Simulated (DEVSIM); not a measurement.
Device: abrupt In0.53Ga0.47As p-n junction, at 450 K.

```
layer (left to right)        material  thickness (μm)  Nd (cm⁻³)  Na (cm⁻³)  τn (s)  τp (s)
---------------------  --------------  --------------  ---------  ---------  ------  ------
1                      In0.53Ga0.47As            92.0          -     4.4e15  2.7e-9  2.7e-9
2                      In0.53Ga0.47As           0.460     1.4e14          -  2.7e-9  2.7e-9
```

Left contact: ohmic. Right contact: ohmic. Voltage is applied to the left contact. Recombination: SRH at mid-gap, radiative, Auger. Mobility is μmin + (μ − μmin)/(1 + (N/Nref)^α).

The device is made up for the run: typed textbook-type constants, with dimensions and the other settings drawn at random. Values at 300 K; Nc and Nv go as T^1.5, mobilities as T to minus their exponent, the gap by Varshni's rule with the affinity fixed.

| parameter | In0.53Ga0.47As |
|---|---|
| gap (eV) | 0.74 |
| affinity (eV) | 4.51 |
| permittivity | 13.9 |
| Nc (cm⁻³) | 2.1e17 |
| Nv (cm⁻³) | 7.7e18 |
| μn (cm²/Vs) | 12000 |
| μp (cm²/Vs) | 300 |
| μn,min | 300 |
| μp,min | 10 |
| Nref,n | 1.3e17 |
| Nref,p | 4.9e17 |
| αn | 0.48 |
| αp | 0.4 |
| T exponent of μn | 1.6 |
| T exponent of μp | 1.6 |
| B (cm³/s) | 9.6e-11 |
| Cn (cm⁶/s) | 5e-29 |
| Cp (cm⁶/s) | 5e-29 |
| Varshni α (eV/K) | 0.00035 |
| Varshni β (K) | 190 |

Simulated with DEVSIM: 1D drift-diffusion, Boltzmann statistics, complete ionisation; no tunnelling, impact ionisation, image-force lowering or self-heating.

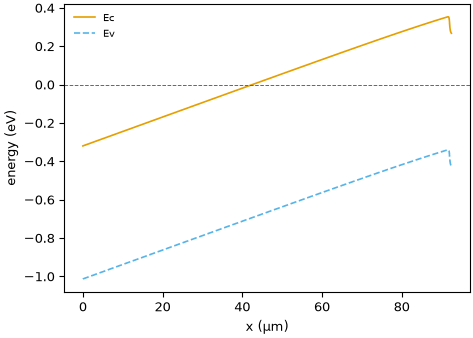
Band edges at 0.7 V on the left contact

Energies count from the Fermi level of the right contact; mesh points crowd at the junctions.

| x (μm) | Ec (eV) | Ev (eV) | n (cm⁻³) | p (cm⁻³) | field (V/cm) |
|---|---|---|---|---|---|
| 0.000 | -0.319 | -1.013 | 2.1e13 | 4.4e15 | 75 |
| 0.03491 | -0.319 | -1.013 | 2.1e13 | 4.4e15 | 75 |
| 0.1148 | -0.319 | -1.012 | 2.1e13 | 4.4e15 | 75 |
| 0.3165 | -0.317 | -1.011 | 2.1e13 | 4.4e15 | 75 |
| 1.043 | -0.312 | -1.005 | 2.1e13 | 4.4e15 | 75 |
| 2.595 | -0.300 | -0.993 | 2.1e13 | 4.4e15 | 75 |
| 6.403 | -0.271 | -0.965 | 2.1e13 | 4.4e15 | 75 |
| 20.12 | -0.168 | -0.861 | 2.1e13 | 4.4e15 | 75 |
| 47.84 | 0.040 | -0.653 | 2.2e13 | 4.4e15 | 75 |
| 73.27 | 0.228 | -0.465 | 2.5e13 | 4.4e15 | 72 |
| 84.38 | 0.306 | -0.387 | 3.1e13 | 4.4e15 | 68 |
| 89.68 | 0.342 | -0.352 | 3.6e13 | 4.4e15 | 65 |
| 91.03 | 0.350 | -0.343 | 3.8e13 | 4.4e15 | 64 |
| 91.62 | 0.354 | -0.340 | 3.9e13 | 4.4e15 | 20 |
| 91.90 | 0.345 | -0.348 | 5.1e13 | 3.4e15 | -1200 |
| 91.97 | 0.332 | -0.361 | 7.2e13 | 2.3e15 | -2700 |
| 92.00 | 0.323 | -0.371 | 9.3e13 | 1.8e15 | -3500 |
| 92.03 | 0.312 | -0.381 | 1.2e14 | 1.4e15 | -2800 |
| 92.15 | 0.289 | -0.405 | 2.2e14 | 7.0e14 | -1400 |
| 92.32 | 0.274 | -0.419 | 3.3e14 | 3.8e14 | -550 |
| 92.41 | 0.270 | -0.423 | 3.6e14 | 2.9e14 | -400 |
| 92.46 | 0.268 | -0.425 | 3.8e14 | 2.4e14 | -380 |
